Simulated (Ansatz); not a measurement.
Input

```
crystal:
  periodic: [false, false, false]
  atoms:
    - { symbol: Si, position_ang: [0.0, 0.0, 0.0] }
    - { symbol: Cl, position_ang: [0.0, 0.0, 2.13] }
    - { symbol: H, position_ang: [1.3768, 0.0, -0.4862] }
    - { symbol: "N", position_ang: [-0.8572, 1.4851, -0.6061] }
    - { symbol: H, position_ang: [-1.8773, 1.43, -0.8888] }
    - { symbol: H, position_ang: [-0.3367, 2.4058, -0.6766] }
    - { symbol: H, position_ang: [-0.6877, -1.1914, -0.4862] }
basis:
  gaussian: { orbitals: "6-31G*" }
hamiltonian:
  xc: hf
relax:
  f_tol: 0.02
  max_steps: 40
output:
  orbitals: {}
```

Launched as:

```sh
ansatz run input.yaml --threads 1 --pin off --max-ram 2048MiB --backend cpu --events-out ev --progress --plain --runs-dir out
```

The fields are those of the run's last geometry, not of the input's.

The calculation used RHF/6-31G* (Ansatz).

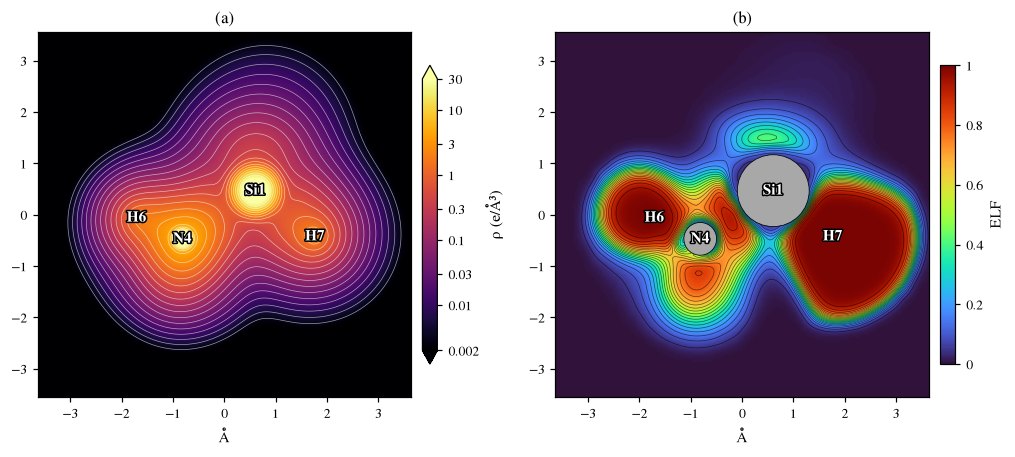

ClH$_{4}$NSi. (a) electron density; (b) electron localisation function on the plane of atoms N4, Si1 and H7. Grey discs cover the atomic cores in the ELF map.

> Interpret the plot.

Atoms in the plane: Si, N and H.
Si–N (1.70 Å): ρ at the midpoint is about 1.2 e/Å³; the ELF peaks at about 0.95 between the atoms; a polar covalent bond.
N–H (1.00 Å): ρ at the midpoint is about 2.9 e/Å³; the ELF climbs to about 1 towards the hydrogen, as it does in any bond to H; a covalent bond by its length.
Si–H (1.46 Å): ρ is about 0.83 e/Å³ halfway; the ELF climbs to about 1 towards the hydrogen.
